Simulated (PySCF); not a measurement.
**CAM-B3LYP/aug-cc-pVDZ run of B2NH5 (SMILES BNB)**

Aim: the energy change on altering one bond length of B2NH5 at CAM-B3LYP/aug-cc-pVDZ, from 2 runs. 

Program for the calculation: PySCF 2.14.0.

1 further run of the same task is left out (set aside as unsound or not needed).

### Step 1. Starting point

B2NH5: 8 atoms, total charge 0, spin state singlet. As SMILES, `BNB`. The shape is that of a PBE0-D4/def2-TZVP optimisation.

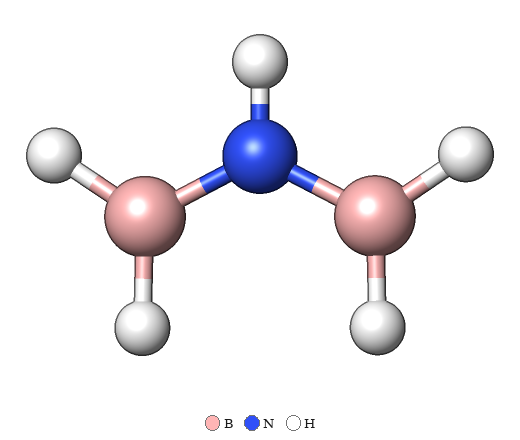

Viewed from a chosen angle; boron pink, nitrogen blue, hydrogen white.

### Step 2. The energy at CAM-B3LYP/aug-cc-pVDZ

run.py reads:

```python
from pyscf import gto, dft

system = gto.M(
    atom=[
    ('B', (-0.828200, 0.654900, -0.693300)),
    ('N', (0.260000, 0.377700, 0.170800)),
    ('B', (0.695200, -0.910900, 0.567700)),
    ('H', (-1.449400, -0.261400, -1.140100)),
    ('H', (-1.097800, 1.791200, -0.954100)),
    ('H', (0.771000, 1.169500, 0.536500)),
    ('H', (1.631600, -1.014200, 1.305600)),
    ('H', (0.109700, -1.864100, 0.150900)),
],
    max_memory=1860,
    verbose=3,
    basis='aug-cc-pvdz',
    spin=0,
)

mf = dft.RKS(system)
mf.xc = 'cam-b3lyp'
mf.grids.level = 5
mf.conv_tol = 1e-10
mf.kernel()
if not mf.converged:
    mf = mf.newton().run(mf.mo_coeff, mf.mo_occ)

e_final = mf.e_tot
print('E(%s) = %.9f' % ('CAM-B3LYP', e_final))
```

Launch:

```sh
$ OMP_NUM_THREADS=1 python run.py
```

The log of the run:

```text
converged SCF energy = -107.446408344249
E(CAM-B3LYP) = -107.446408344
```

Run time: 34 s. Hardware: 1 thread of Intel Xeon at 2.70GHz, shared host; peak memory 0.6 GiB.

### Step 3. The distorted shape at the same level

job.py reads:

```python
from pyscf import gto, dft

system = gto.Mole()
system.atom = '''
B       -0.747319       0.314005      -0.615059
N        0.340881       0.036805       0.249041
B        0.776081      -1.251795       0.645941
H       -1.368519      -0.602295      -1.061859
H       -1.097800       1.791200      -0.954100
H        0.851881       0.828605       0.614741
H        1.712481      -1.355095       1.383841
H        0.190581      -2.204995       0.229141
'''
system.spin = 0
system.max_memory = 1860
system.basis = 'aug-cc-pvdz'
system.verbose = 3
system.build()

calc0 = dft.RKS(system)
calc0.xc = 'cam-b3lyp'
calc0.grids.level = 5
calc0.conv_tol = 1e-10
calc0.kernel()
if not calc0.converged:
    calc0 = calc0.newton().run(calc0.mo_coeff, calc0.mo_occ)

energy = calc0.e_tot
print('E(%s) = %.9f' % ('CAM-B3LYP', energy))
```

Launch:

```sh
$ OMP_NUM_THREADS=1 python job.py
```

The log of the run:

```text
converged SCF energy = -107.414104897858
E(CAM-B3LYP) = -107.414104898
```

It took 40 s on 1 thread of Intel Xeon at 2.70GHz, shared host; peak memory 0.6 GiB.

### Step 4. Summary of results

At CAM-B3LYP/aug-cc-pVDZ:

| quantity | value |
| --- | --- |
| first shape: total energy | -107.44641 Eh |
| first shape: dipole moment | 1.21 D |
| first shape: HOMO energy | -10.67 eV |
| first shape: LUMO energy | -0.32 eV |
| first shape: HOMO–LUMO gap | 10.35 eV |
| distorted shape: total energy | -107.41410 Eh |
| distorted shape: dipole moment | 1.10 D |
| distorted shape: HOMO energy | -9.98 eV |
| distorted shape: LUMO energy | -0.45 eV |
| distorted shape: HOMO–LUMO gap | 9.54 eV |
| energy change with the B1–H5 bond stretched from 1.197 to 1.556 Å | 0.879 eV |

What this shows: With the B1–H5 bond stretched from 1.197 to 1.556 Å the energy rises by 0.88 eV (20.3 kcal/mol). The first shape isn't relaxed at this level, so the change isn't measured from a minimum. Mulliken charges (first shape) run from -1.51 on B1 to +0.81 on H5; in a basis this large or diffuse they mean little. Mulliken charges (distorted shape) run from -1.48 on B3 to +0.79 on H7; in a basis this large or diffuse they mean little.
